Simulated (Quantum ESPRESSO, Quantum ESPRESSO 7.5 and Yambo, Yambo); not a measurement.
# NbInO4 (P2/c): the gap under hydrostatic strain

Aim: the gap of NbInO4 (P2/c) under hydrostatic strain, by LDA and G0W0.

Calculated with Quantum ESPRESSO 7.5 and Yambo 5.3.0; LDA and many-body steps on it, plane waves.

## Step 1: Starting point

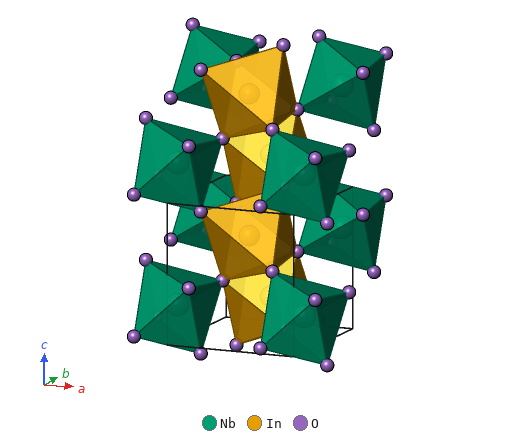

The cell as given, slightly off an axis (niobium teal, indium orange, oxygen purple). 1×1×2 cells are drawn. Some periodic images of atoms are drawn too.

The cell and positions come from the Crystallography Open Database and are kept as given unless a step says otherwise.

## Step 2: Ground state

This step: Quantum ESPRESSO 7.5; DFT, LDA, plane waves, norm-conserving pseudopotentials.

The ground-state density comes first.

pw.in

```
&control
  calculation = 'scf'
  prefix = 'x'
  outdir = 'o'
  pseudo_dir = 'pseudo'
/
&system
  ibrav = 0
  nat = 12
  ntyp = 3
  ecutwfc = 80.0
  nbnd = 68
  force_symmorphic = .true.
/
&electrons
  conv_thr = 1e-10
  electron_maxstep = 80
  mixing_beta = 0.5
/
ATOMIC_SPECIES
  Nb 92.906 Nb.upf
  In 114.82 In.upf
  O 15.999 O.upf
CELL_PARAMETERS angstrom
  4.8355000000 0.0000000000 -0.0000000000
  0.0000000000 5.7709000000 0.0000000000
  -0.1014445258 0.0000000000 5.1429996119
ATOMIC_POSITIONS crystal
  Nb 0.0000000000 0.1779000000 0.2500000000
  Nb 0.0000000000 0.8221000000 0.7500000000
  In 0.5000000000 0.6825000000 0.2500000000
  In 0.5000000000 0.3175000000 0.7500000000
  O 0.2600000000 0.6180000000 0.9010000000
  O 0.7400000000 0.6180000000 0.5990000000
  O 0.7400000000 0.3820000000 0.0990000000
  O 0.2600000000 0.3820000000 0.4010000000
  O 0.2170000000 0.8980000000 0.4380000000
  O 0.7830000000 0.8980000000 0.0620000000
  O 0.7830000000 0.1020000000 0.5620000000
  O 0.2170000000 0.1020000000 0.9380000000
K_POINTS automatic
  4 4 4 0 0 0
```

Command:

```
$ OMP_NUM_THREADS=1 mpirun -n 4 pw.x -nk 4 -in pw.in > pw.out
```

Log:

```text
Program PWSCF v.7.5 starts

     This program is part of the open-source Quantum ESPRESSO suite
     for quantum simulation of materials; please cite
         "P. Giannozzi et al., J. Phys.:Condens. Matter 21 395502 (2009);
         "P. Giannozzi et al., J. Phys.:Condens. Matter 29 465901 (2017);
         "P. Giannozzi et al., J. Chem. Phys. 152 154105 (2020);
     in publications or presentations arising from this work. More details at
     Message from routine setup:
[...]
The total energy is the sum of the following terms:
     one-electron contribution =    -608.18497451 Ry
     hartree contribution      =     356.81395120 Ry
     xc contribution           =    -229.65492877 Ry
     ewald contribution        =    -830.64752137 Ry

     convergence has been achieved in  14 iterations

     XML data file, charge density, pseudopotentials, collected wavefunctions

=------------------------------------------------------------------------------=
   JOB DONE.
=------------------------------------------------------------------------------=
[key lines of the parts left out:]
!    total energy              =   -1311.67347345 Ry
```

It took 2.6 min on 4 MPI ranks of Arm Neoverse V2, shared host; peak memory 1.1 GiB.

Numbers from this step:

```
total energy               : -17846.2268 eV
gap                        : 3.251 eV
k of the valence top       : 0.25, 0, -0.25
k of the conduction bottom : 0.25, 0, -0.5
least direct gap           : 3.374 eV
```

The gap is indirect, with the least direct gap 0.12 eV higher.

## Step 3: Empty states on the mesh, 4×2×2 mesh, 209 bands

The sums over transitions need many empty states on a uniform mesh; this step solves for them.

Edit pw.in of step 2 so:

```diff
@@ -1,3 +1,3 @@
 &control
-  calculation = 'scf'
+  calculation = 'nscf'
   prefix = 'x'
@@ -11,3 +11,3 @@
   ecutwfc = 80.0
-  nbnd = 68
+  nbnd = 209
   force_symmorphic = .true.
@@ -15,5 +15,6 @@
 &electrons
-  conv_thr = 1e-10
+  conv_thr = 1e-9
   electron_maxstep = 80
-  mixing_beta = 0.5
+  diago_full_acc = .true.
+  diago_thr_init = 5e-6
 /
@@ -41,2 +42,2 @@
 K_POINTS automatic
-  4 4 4 0 0 0
+  4 2 2 0 0 0
```

Log:

```text
[banner, memory and clock lines left out]
Program PWSCF v.7.5 starts

     Atomic positions and unit cell read from directory:
     o/x.save/

     Message from routine setup:
     using ibrav=0 with symmetry is DISCOURAGED, use correct ibrav instead

     G-vector sticks info

     bravais-lattice index     =            0
     lattice parameter (alat)  =       9.1378  a.u.
     unit-cell volume          =     968.4964 (a.u.)^3
     number of atoms/cell      =           12
     number of atomic types    =            3
     number of electrons       =       116.00
[...]
[... 15 further rows ...]
[...]
63.9723

          k = 0.0000-0.4190 0.0000 ( 11668 PWs)   bands (ev):

  -102.9603-102.9601 -61.5854 -61.5837 -61.5761 -61.5747 -61.5528 -61.5519
[...]
19.6521  20.2794  20.8659  21.4039  21.4665  21.5341  22.7939  23.0143
     [... 15 further rows ...]
    61.1317  61.2720  61.6870  61.7164  62.0769  62.0978  62.2967  62.9567
    63.1497

          k = 0.0000-0.4190-0.4701 ( 11680 PWs)   bands (ev):

     [... further k-points ...]

     highest occupied, lowest unoccupied level (ev):     9.5819   12.8444

     XML data file, pseudopotentials, collected wavefunctions
```

The job ended after 73 s (4 MPI ranks; peak memory 1.2 GiB; 4.8 min of CPU time).

Numbers from this step:

```
gap                                                           : 3.262 eV
k of the valence top                                          : -0.5, 0, 0
k of the conduction bottom                                    : 0.25, 0, -0.5
least direct gap                                              : 3.374 eV
k points computed                                             : 12
lowest point of the top converged band, above the valence top : 53.1920 eV
```

On this mesh the gap is 3.262 eV.

## Step 4: Conversion and set-up

This step: Yambo 5.3.0; conversion and set-up on LDA, plane waves, norm-conserving pseudopotentials.

The states are converted to the many-body program's format and the q mesh is built.

Command:

```
$ (cd o/x.save; p2y > p2y.log; mv SAVE ../..); yambo > setup.log
```

Log:

```text
 Yambo, version 5.3.0

 [02] CORE Variables Setup
 =========================

  [02.01] Unit cells
  ==================

  Cell kind             :  Unknown
  Atoms in the cell     :  Nb  In  O
  number of Nb atoms    :  2
  number of In atoms    :  2
  number of O  atoms    :   8

  List of atomic masses
  Mass of Nb    :  92.90600
  Mass of In    :  114.8200
  Mass of O     :  15.99900

  List of atomic coordinates    : [cc]
  Nb1       : -0.047926  1.940074  2.429715  order 1
  Nb2       : -0.143777  8.965346  7.289146  order 2
[...]
K/Q-points units:
 rlu = crystal or reduced units; cc = cartesian coordinates; iku = interal k-units

 Q [ 1]         [rlu]:  0.000000  0.000000  0.000000
 Q [ 2]         [rlu]: -0.96193E-18   0.0000     -0.50000
 Q [ 3]         [rlu]:  0.000000 -0.500000  0.000000
[...]
Q [ 8]         [rlu]:  0.250000 -0.500000 -0.500000
 Q [ 9]         [rlu]: -0.50000       0.0000     -0.71075E-19
 Q [10]         [rlu]:  0.500000  0.000000 -0.500000
 Q [11]         [rlu]: -0.50000     -0.50000     -0.71075E-19
 Q [12]         [rlu]:  0.500000  0.500000 -0.500000

  [03.01] X indexes
  =================

   [03.01.01] Sigma indexes
   ========================

 [06] Game Over & Game summary
```

It took 3.7 s on 1 MPI rank; peak memory 0.26 GiB.

## Step 5: G0W0, strain +0 %

G0W0 replaces the xc potential by the self-energy, built once from these orbitals. Only a window of levels is corrected, while the sums run over the empty bands that the input names.

This step: G0W0 on LDA, plane waves, norm-conserving pseudopotentials.

gw1.in

```
HF_and_locXC
gw0
dyson
ppa
em1d
rim_cut
RandQpts= 1000000
RandGvec= 1 RL
EXXRLvcs= 80 Ry
VXCRLvcs= 320 Ry
Chimod= "HARTREE"
% BndsRnXp
 1 | 209 |
%
NGsBlkXp= 9 Ry
% LongDrXp
 1 | 1 | 1 |
%
% GbndRnge
 1 | 209 |
%
DysSolver= "n"
ExtendOut
PPAPntXp= 27.21138 eV
% QPkrange
 9 | 9 | 57 | 60 |
 6 | 6 | 57 | 60 |
 3 | 3 | 57 | 60 |
 1 | 1 | 57 | 60 |
%
```

Command:

```
$ OMP_NUM_THREADS=2 mpirun -n 2 yambo -F gw1.in -J gw1 -C gw1 > gw1.log
```

Log:

```text
 Yambo, version 5.3.0

 [02] CORE Variables Setup
 =========================

  [... cell, symmetries and grids as in the set-up ...]

  [02.05] Energies & Occupations
  ==============================

  [X] === General ===
  [X] Electronic Temperature                        :  0.000000  0.000000 [eV K]
  [X] Bosonic    Temperature                        :  0.000000  0.000000 [eV K]
  [X] Finite Temperature mode                       : no
  [X] El. density                                   :  0.80827E+24 [cm-3]
  [X] Fermi Level                                   :  9.581940 [eV]

  [X] === Gaps and Widths ===
  [X] Conduction Band Min                           :  3.262424 [eV]
  [X] Valence Band Max                              :  0.000000 [eV]
  [X] Filled Bands                                  :   58
  [X] Empty Bands                                   :   59  209
  [X] Direct Gap                                    :  3.373775 [eV]
  [X] Direct Gap localized at k                     :  3
  [X] Indirect Gap                                  :  3.262424 [eV]
  [X] Indirect Gap between kpts                     :   9   6
  [X] Last valence band width                       :  0.342098 [eV]
  [X] 1st conduction band width                     :  0.695949 [eV]

 [03] Transferred momenta grid and indexing
 ==========================================

 IBZ Q-points                                      :  12
 BZ  Q-points                                      :  16

 K/Q-points units:
 rlu = crystal or reduced units; cc = cartesian coordinates; iku = interal k-units

 Q [ 1]         [rlu]:  0.000000  0.000000  0.000000
 Q [ 2]         [rlu]: -0.96193E-18   0.0000     -0.50000
 Q [ 3]         [rlu]:  0.000000 -0.500000  0.000000
[...]
Q [ 8]         [rlu]:  0.250000 -0.500000 -0.500000
 Q [ 9]         [rlu]: -0.50000       0.0000     -0.71075E-19
 Q [10]         [rlu]:  0.500000  0.000000 -0.500000
 Q [11]         [rlu]: -0.50000     -0.50000     -0.71075E-19
 Q [12]         [rlu]:  0.500000  0.500000 -0.500000

 [04] Coloumb potential Random Integration (RIM)
 ===============================================

  [04.01] RIM initialization
  ==========================

  * Diagonal components only detected *

  8 x (sBL volume)        :  0.128059 [a.u.]
  sBZ random points       :  1000000
  Points outside the sBZ  :   7991612
  RL volume               :  0.256119 [a.u.]
  Integrated volume       :  0.256388 [a.u.]

  [04.02] RIM integrals
  =====================

  Gamma point sphere radius             :  0.091430 [a.u.]
  Points outside the sphere             :   800999
  [Int_sBZ(q=0) 1/q^2]*(Vol_sBZ)^(-1/3) =:  7.394754
                                 should be <:  7.795600

  Summary of Coulomb integrals for non-metallic bands |Q|[au] RIM/Bare

  Q [1] 0.100000E-4 0.948581 * Q [5] 0.171935 0.778806
  Q [3] 0.288076 1.095968 * Q [2] 0.323247 1.157035
[...]
X poles                                          :  100.0000 [o/o]
  RL vectors in the sum                            :  13917
  [r,Vnl] included                                 : yes
  Field direction                                  :  0.577350E-5  0.577350E-5  0.577350E-5
  BZ energy Double Grid                            : no
  BZ energy DbGd points                            : 0
  BZ Q point size factor                           : -1.000000
  X Optical Averaged directions                    : none

 [07] Local Exchange-Correlation + Non-Local Fock
 ================================================

 [VXC] Plane waves :   93599
 [EXS] Plane waves :  11705

 QP @ state[ 1 ] K range:  1  1
 QP @ state[ 1 ] b range:   57   60
 QP @ state[ 2 ] K range:  3  3
 QP @ state[ 2 ] b range:   57   60
 QP @ state[ 3 ] K range:   6   6
 QP @ state[ 3 ] b range:   57   60
[...]
[xc] Functional : Slater exchange(X)+Perdew & Wang(C)
 [xc] LIBXC used to calculate xc functional
  PP Number of Atomic Species                      :  3
  NLCC RL compoments                               :   93599
  PP Number of Atomic Species                      :  3
  NLCC RL compoments                               :   93599

 [xc] E_xc :  -73.77404 [Ha]
      E_xc :  -147.5481 [Ry]

  Local XC kind (lXC) : Slater exchange(X)+Perdew & Wang(C)
  Non-Local XC kind (nlXC) : Hartree-Fock

  Corrections @ K [1] :  [eV]
 <57|nlXC|57> = -24.68093  0.16506E-16 <57|lXC|57> = -19.68021 -0.61227E-22
 <58|nlXC|58> = -24.78109 -0.23518E-16 <58|lXC|58> = -19.62868 -0.37763E-15
 <59|nlXC|59> = -11.42803  0.18019E-17 <59|lXC|59> = -17.00221  0.55246E-23
[...]
Corrections @ K [3] :  [eV]
[...]
Corrections @ K [6] :  [eV]
[...]
Corrections @ K [9] :  [eV]
[...]
<59|nlXC|59> = -11.34945 -0.51528E-18 <59|lXC|59> = -17.62000  0.18882E-15
 <60|nlXC|60> = -11.57375 -0.17306E-17 <60|lXC|60> = -17.67767 -0.84701E-21

 [08] Dyson equation: Newton solver
 ==================================

  [08.01] G0W0 (W PPA)
  ====================

  [  GW  ] Bands range     :    1  209
  [GW/PPA] G damping       :  0.100000 [eV]

[...]
QP @ state[ 3 ] K range:   6   6
  QP @ state[ 3 ] b range:   57   60
  QP @ state[ 4 ] K range:   9   9
  QP @ state[ 4 ] b range:   57   60

   Sc/G bands                                       :    1  209
   Sc/G damping                                     :  0.100000 ev
   Sc bands terminator                              : no
   Sx RL components                                 :  11705

   QP @ state[ 1 ] K range                          :  1  1
   QP @ state[ 1 ] b range                          :   57   60
   QP @ state[ 2 ] K range                          :  3  3
   QP @ state[ 2 ] b range                          :   57   60
   QP @ state[ 3 ] K range                          :   6   6
   QP @ state[ 3 ] b range                          :   57   60
   QP @ state[ 4 ] K range                          :   9   9
   QP @ state[ 4 ] b range                          :   57   60
   GF energies kind                                 : Slater exchange(X)+Perdew & Wang(C)
   GF WF`s kind                                     : Slater exchange(X)+Perdew & Wang(C)
   Xs energies kind                                 : Slater exchange(X)+Perdew & Wang(C)
   Xs WF`s kind                                     : Slater exchange(X)+Perdew & Wang(C)

 [11] Game Over & Game summary
```

Run time: 7.8 min. Hardware: 2 MPI ranks; peak memory 2.9 GiB.

Numbers from this step:

| Property | Result |
| --- | --- |
| G0W0 gap on the mesh | 4.964 eV |
| starting gap on the mesh | 3.262 eV |
| k of the valence top | 0, -0.5, 0 |
| k of the conduction bottom | 0.25, 0, -0.5 |
| least direct G0W0 gap on the computed points | 5.069 eV |
| Z at the valence top | 0.7801 |
| Z at the conduction bottom | 0.8204 |

The gap on the mesh goes from 3.26 eV to 4.96 eV, a correction of +1.70 eV.

## Step 6: G0W0, strain -1 %

The cell differs from the one that the last finished run ended in (a 4.835 → 4.787 Å, b 5.771 → 5.713 Å, c 5.144 → 5.093 Å).

gw2.in, as its differences from gw1.in of step 5:

```diff
@@ -14,3 +14,3 @@
 %
-NGsBlkXp= 9 Ry
+NGsBlkXp= 447 RL
 % LongDrXp
```

Command:

```
$ OMP_NUM_THREADS=2 mpirun -n 2 yambo -F gw2.in -J gw2 -C gw2 > gw2.log
```

Log:

```text
 Yambo, version 5.3.0

 [02] CORE Variables Setup
 =========================

  [... cell, symmetries and grids as in the set-up ...]

  [02.05] Energies & Occupations
  ==============================

  [X] === General ===
  [X] Electronic Temperature                        :  0.000000  0.000000 [eV K]
  [X] Bosonic    Temperature                        :  0.000000  0.000000 [eV K]
  [X] Finite Temperature mode                       : no
  [X] El. density                                   :  0.83301E+24 [cm-3]
[...]
QP @ state[ 2 ] b range                          :   57   60
   QP @ state[ 3 ] K range                          :   6   6
   QP @ state[ 3 ] b range                          :   57   60
   QP @ state[ 4 ] K range                          :   9   9
   QP @ state[ 4 ] b range                          :   57   60
   GF energies kind                                 : Slater exchange(X)+Perdew & Wang(C)
   GF WF`s kind                                     : Slater exchange(X)+Perdew & Wang(C)
   Xs energies kind                                 : Slater exchange(X)+Perdew & Wang(C)
   Xs WF`s kind                                     : Slater exchange(X)+Perdew & Wang(C)

 [11] Game Over & Game summary
```

It took 7.9 min on 2 MPI ranks; peak memory 2.8 GiB.

This step gave:

```
G0W0 gap on the mesh                         : 5.163 eV
starting gap on the mesh                     : 3.432 eV
k of the valence top                         : 0, -0.5, 0
k of the conduction bottom                   : 0.25, 0, -0.5
least direct G0W0 gap on the computed points : 5.273 eV
```

The gap on the mesh goes from 3.43 eV to 5.16 eV, a correction of +1.73 eV.

Ground state, empty states and screening of this cell were made anew, as for the first cell; those steps are not shown. 

## Step 7: G0W0, strain +1 %

The cell differs from the one that the last finished run ended in (a 4.787 → 4.884 Å, b 5.713 → 5.829 Å, c 5.093 → 5.195 Å).

gw3.in is the same as gw2.in of step 6.

Command:

```
$ OMP_NUM_THREADS=2 mpirun -n 2 yambo -F gw3.in -J gw3 -C gw3 > gw3.log
```

Log:

```text
 Yambo, version 5.3.0

 [02] CORE Variables Setup
 =========================

  [... cell, symmetries and grids as in the set-up ...]

  [02.05] Energies & Occupations
  ==============================

  [X] === General ===
  [X] Electronic Temperature                        :  0.000000  0.000000 [eV K]
  [X] Bosonic    Temperature                        :  0.000000  0.000000 [eV K]
  [X] Finite Temperature mode                       : no
  [X] El. density                                   :  0.78450E+24 [cm-3]
[...]
QP @ state[ 2 ] b range                          :   57   60
   QP @ state[ 3 ] K range                          :   6   6
   QP @ state[ 3 ] b range                          :   57   60
   QP @ state[ 4 ] K range                          :   9   9
   QP @ state[ 4 ] b range                          :   57   60
   GF energies kind                                 : Slater exchange(X)+Perdew & Wang(C)
   GF WF`s kind                                     : Slater exchange(X)+Perdew & Wang(C)
   Xs energies kind                                 : Slater exchange(X)+Perdew & Wang(C)
   Xs WF`s kind                                     : Slater exchange(X)+Perdew & Wang(C)

 [11] Game Over & Game summary
```

It took 8.1 min on 2 MPI ranks; peak memory 2.9 GiB; 31 min of CPU time.

This step gave:

| Quantity | Value |
| --- | --- |
| G0W0 gap on the mesh | 4.758 eV |
| starting gap on the mesh | 3.097 eV |
| k of the valence top | -0.5, 0, 0 |
| k of the conduction bottom | 0.25, 0, -0.5 |
| least direct G0W0 gap on the computed points | 4.863 eV |

The gap on the mesh goes from 3.10 eV to 4.76 eV, a correction of +1.66 eV.

Again on this cell's own states.

(Continued in part 2 of 2.)

[Paths, hosts, dates, memory and timing lines, banners, echoed tables and standing remarks are left out of the program output.]

[Logs are printed without paths, hosts, clocks, repeated set-up lines and the standing remarks that a program may print on its own settings, such as how far it seeks lower states.]

[Runs of the session that timed out or met a known fault of the program may be left out.]

[Hosts, paths, dates, database ids (printed as entryN), source tags and the programs' standing remarks are cut or masked in the printed files.]
